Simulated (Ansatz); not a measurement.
**Run report: BSiH5OF2, geometry relaxation (part 2 of 2)**

The same run, continued: BSiH5OF2; RKS B3LYP/def2-SVP (Ansatz 0.2.0). The input holds or restrains some coordinates. It belongs to a series of runs on one base structure; here: pulled along the bonds that form and break, towards end B.

Geometry of the input (Å):
```
B  0.0000  0.0000  0.0000
H  0.0000  0.0000  1.5400
F  1.1431  0.0000  -0.6600
F  -1.1431  0.0000  -0.6600
O  0.0715  -1.6212  0.5392
Si -0.6985  -2.9178  -0.2012
H  0.2063  -4.0629  -0.2427
H  -1.8953  -3.2713  0.5566
H  -1.0766  -2.5477  -1.5620
H  0.0379  -0.8605  1.5370
```

Trajectory as extended XYZ, continued:
```
10
Properties=species:S:1:pos:R:3:forces:R:3 step=3 energy=-16111.41053
B     0.0105   -0.2800   -0.2271    0.3437  -6.0288  -0.3276
H    -0.0005    0.0521    1.8688   -0.1490   3.2978   0.8587
F     1.1763    0.0609   -0.6914    0.2825   2.0469   0.0439
F    -1.1711    0.0510   -0.6824   -0.0483   1.5022   0.2869
O     0.0979   -1.6627    0.2704    0.7028   3.5278   0.3464
Si   -0.7160   -2.9525   -0.2320   -0.6593  -1.1254  -0.7979
H     0.2134   -4.0789   -0.2440    0.2121  -0.5466   0.0308
H    -1.9069   -3.2754    0.5647   -0.3327  -0.0940   0.2981
H    -1.0870   -2.5534   -1.5826   -0.4977  -0.3291  -0.8077
H     0.0287   -0.6425    1.8026    0.1457  -2.2508   0.0684
10
Properties=species:S:1:pos:R:3:forces:R:3 step=4 energy=-16112.33527
B     0.0245   -0.4296   -0.3510    0.4625  -0.6514  -0.4205
H    -0.0048    0.1233    1.9534   -0.1127   2.3802   0.3325
F     1.1892    0.1233   -0.6777   -0.7514   0.8184   0.0204
F    -1.1695    0.0870   -0.6584    0.8382   0.3059   0.1384
O     0.1204   -1.6733    0.1562    0.8938   1.4818   0.9566
Si   -0.7282   -2.9772   -0.2559   -0.9095  -1.5750  -0.8748
H     0.2161   -4.0992   -0.2437    0.0854  -0.4292   0.0167
H    -1.9136   -3.2771    0.5738   -0.1077   0.0451   0.2254
H    -1.1108   -2.5757   -1.6113   -0.5018  -0.4711  -0.6261
H     0.0221   -0.5829    1.9613    0.1032  -1.9046   0.2314
10
Properties=species:S:1:pos:R:3:forces:R:3 step=5 energy=-16112.61772
B     0.0578   -0.4107   -0.3710    0.9451  -3.0482   1.4624
H    -0.0146    0.2092    1.9554   -0.1132   1.4860   0.1651
F     1.1491    0.2290   -0.6064    1.4092   1.0462  -0.3693
F    -1.0726    0.1387   -0.5994   -2.0909   1.0640  -0.5498
O     0.1460   -1.7004    0.1397    0.1145   1.3446  -0.6082
Si   -0.7373   -3.0302   -0.3122   -0.2488  -0.3763  -0.2434
H     0.1866   -4.1844   -0.2638    0.0022  -0.1589  -0.0636
H    -1.9006   -3.2931    0.5782    0.0023   0.0718   0.0488
H    -1.2045   -2.7285   -1.6933   -0.1230  -0.2634  -0.0790
H     0.0355   -0.5110    2.0196    0.1028  -1.1658   0.2370
10
Properties=species:S:1:pos:R:3:forces:R:3 step=6 energy=-16112.78379
B     0.0686   -0.4281   -0.2601    0.2143  -1.2730  -0.0003
H     0.0000    0.3675    2.0087   -0.0869   0.7691   0.1871
F     1.1810    0.2489   -0.5069   -0.2892   0.0292   0.1583
F    -1.1038    0.1379   -0.5371    0.2674  -0.0445   0.0851
O     0.1513   -1.7499    0.1491   -0.1139   1.3032  -0.6774
Si   -0.7439   -3.0754   -0.3670   -0.2058  -0.2620   0.0045
H     0.1552   -4.2563   -0.3383    0.0384   0.0145  -0.0209
H    -1.8971   -3.3270    0.5423    0.0276   0.0729   0.0114
H    -1.2510   -2.8375   -1.7530    0.0666   0.0005   0.0835
H     0.0850   -0.3614    1.9091    0.0815  -0.6100   0.1685
10
Properties=species:S:1:pos:R:3:forces:R:3 step=7 energy=-16112.77406
B     0.0708   -0.4211   -0.3045    0.2173  -0.9580   0.6273
H    -0.0040    0.3055    1.9762   -0.1705   1.5105   0.3005
F     1.1816    0.2798   -0.4728   -0.2411  -0.0274  -0.0841
F    -1.0994    0.1597   -0.5441    0.1750  -0.0471  -0.1552
O     0.1476   -1.7299    0.1244   -0.0517   0.9996  -0.8172
Si   -0.7463   -3.0718   -0.3500   -0.1292  -0.1905  -0.0425
H     0.1614   -4.2457   -0.3170    0.0168   0.0001   0.0154
H    -1.8969   -3.3018    0.5665    0.0346   0.0519   0.0251
H    -1.2466   -2.8471   -1.7360   -0.0066  -0.0301   0.0108
H     0.0772   -0.4089    1.9040    0.1556  -1.3090   0.1200
10
Properties=species:S:1:pos:R:3:forces:R:3 step=8 energy=-16112.79001
B     0.0699   -0.4083   -0.3023    0.1663  -1.0820   0.3918
H     0.0090    0.2783    1.9898   -0.1879   1.6338   0.3638
F     1.1652    0.3193   -0.4198   -0.0444   0.0437  -0.0563
F    -1.0964    0.1465   -0.6012   -0.0003   0.0374  -0.0914
O     0.1542   -1.7240    0.0927   -0.0158   0.9236  -0.6836
Si   -0.7497   -3.0710   -0.3509   -0.0721  -0.1304  -0.0246
H     0.1559   -4.2469   -0.3034    0.0063   0.0111   0.0176
H    -1.8895   -3.2727    0.5833    0.0116   0.0340   0.0352
H    -1.2621   -2.8723   -1.7343   -0.0164  -0.0258  -0.0163
H     0.0888   -0.4304    1.8931    0.1528  -1.4454   0.0639
10
Properties=species:S:1:pos:R:3:forces:R:3 step=9 energy=-16112.80426
B     0.0509   -0.3757   -0.3100    0.1657  -1.0676   0.1346
H     0.0364    0.1944    2.0132   -0.2275   1.7002   0.4502
F     1.1264    0.3814   -0.4253   -0.0269   0.0297   0.0093
F    -1.1297    0.1620   -0.5852   -0.0362   0.0512  -0.0245
O     0.1684   -1.7024    0.0232   -0.0157   0.8598  -0.5758
Si   -0.7469   -3.0620   -0.3567   -0.0419  -0.0257   0.0089
H     0.1359   -4.2397   -0.1916    0.0452  -0.0396   0.0183
H    -1.9149   -3.1719    0.5543   -0.0353   0.0166   0.0463
H    -1.2115   -2.9609   -1.7649   -0.0250  -0.0113  -0.0478
H     0.1301   -0.5067    1.8900    0.1976  -1.5134  -0.0195
10
Properties=species:S:1:pos:R:3:forces:R:3 step=10 energy=-16112.81736 accepted=F
B     0.0330   -0.3196   -0.3341    0.1280  -1.1649  -0.0330
H     0.0730    0.0460    2.0493   -0.2302   1.4772   0.5696
F     1.0624    0.5103   -0.3903   -0.0793  -0.2115   0.0262
F    -1.1768    0.1890   -0.5481    0.0422  -0.0552   0.0300
O     0.2129   -1.6725   -0.1298   -0.1518   1.0365  -0.5123
Si   -0.7416   -3.0501   -0.3672    0.0351   0.0600   0.0332
H     0.1007   -4.2341   -0.0027   -0.1232   0.2201  -0.0643
H    -1.9444   -2.9806    0.5252    0.1342  -0.0337  -0.1472
H    -1.1518   -3.1291   -1.8092    0.0388   0.0050   0.2358
H     0.1778   -0.6408    1.8539    0.2061  -1.3336  -0.1380
10
Properties=species:S:1:pos:R:3:forces:R:3 step=11 energy=-16112.81711
B     0.0702   -0.3558   -0.3278    0.0950  -1.0193   0.1138
H     0.0112    0.1248    2.0183   -0.2084   1.6732   0.5309
F     1.1234    0.4383   -0.4013   -0.0189  -0.0734  -0.0006
F    -1.1235    0.1712   -0.5746   -0.0102   0.0042  -0.0382
O     0.2133   -1.6941   -0.0548   -0.0708   0.8416  -0.5595
Si   -0.7414   -3.0537   -0.3537    0.0134   0.0681   0.0209
H     0.1291   -4.2383   -0.1489   -0.0042   0.0093   0.0130
H    -1.8942   -3.0892    0.5891    0.0297   0.0085  -0.0049
H    -1.2358   -3.0142   -1.7580   -0.0017  -0.0046   0.0119
H     0.0930   -0.5704    1.8588    0.1762  -1.5077  -0.0872
```

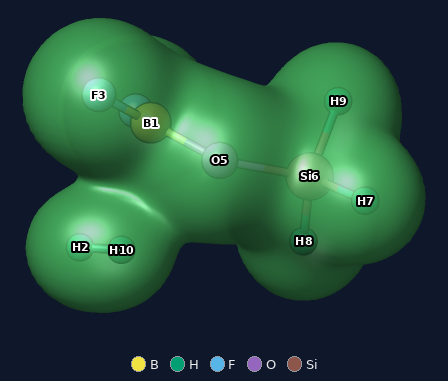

Isosurface of the total electron density at 0.05 e/Å³ (green), seen face on. At this value the surface is in one piece. On the grid the lowest density along these lines, outside the cores, is 0.13 e/Å³ (B···H, 2.20 Å), 1.5 e/Å³ (B–F, 1.32 Å), 1.4 e/Å³ (B–O, 1.37 Å) and 0.8 e/Å³ (Si–O, 1.69 Å).

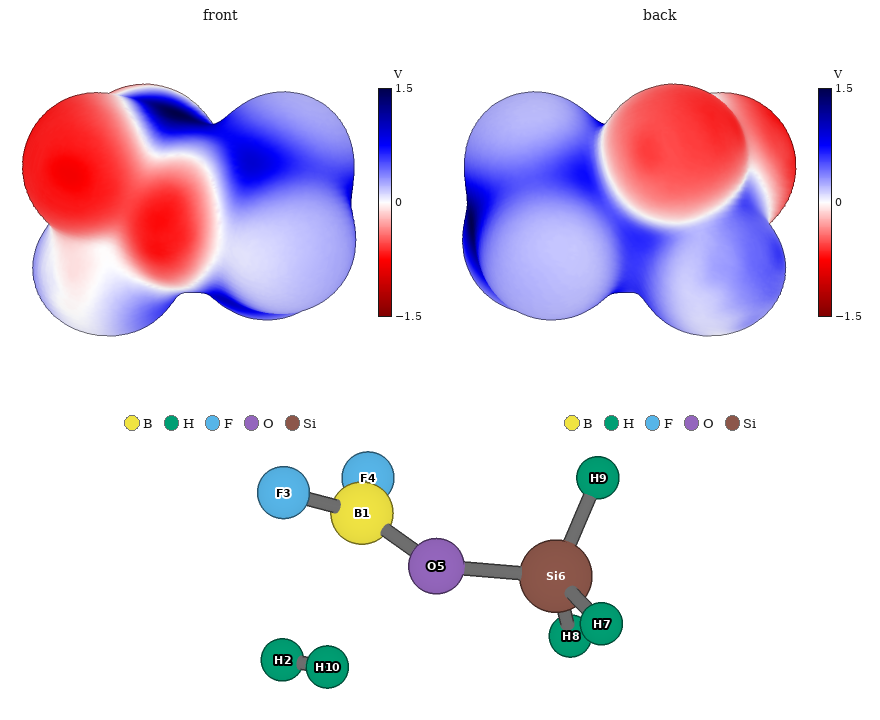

The electrostatic potential painted on the density surface at 0.001 e/bohr³, seen at a tilt and from behind; the colour scale runs from red (negative) to blue (positive). The bare structure is drawn below in the same view.

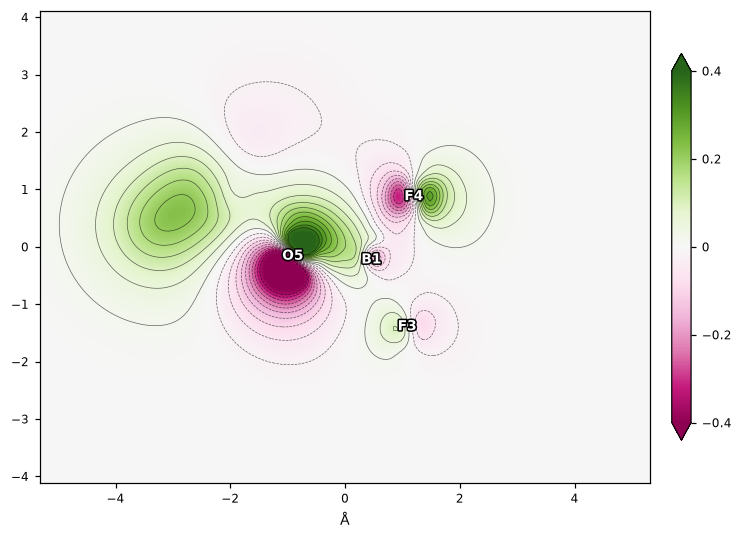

The HOMO−1 on the plane of atoms F3, B1 and F4 (values in Å⁻³ᐟ²; the overall sign is arbitrary). By Hirshfeld shares it lies mainly on O5 (30 %), Si6 (25 %), H9 (25 %) and H7 (15 %). Its energy is −9.36 eV.

Key numbers:

```json
{"quantity": "outcome", "value": "converged under the restraints of the input"}
{"quantity": "total energy", "value": "−16112.8174 eV"}
{"quantity": "mean-field energy", "value": "−16112.8174 eV"}
{"quantity": "largest force (length of the vector) at the end, held atoms and coordinates included", "value": "1.768 eV/Å"}
{"quantity": "hardware", "value": "2 threads of Arm Neoverse V1, 24 GiB of memory available, shared host"}
{"quantity": "wall time", "value": "31 s (CPU time 60 s)"}
{"quantity": "peak memory", "value": "0.2 GiB"}
```
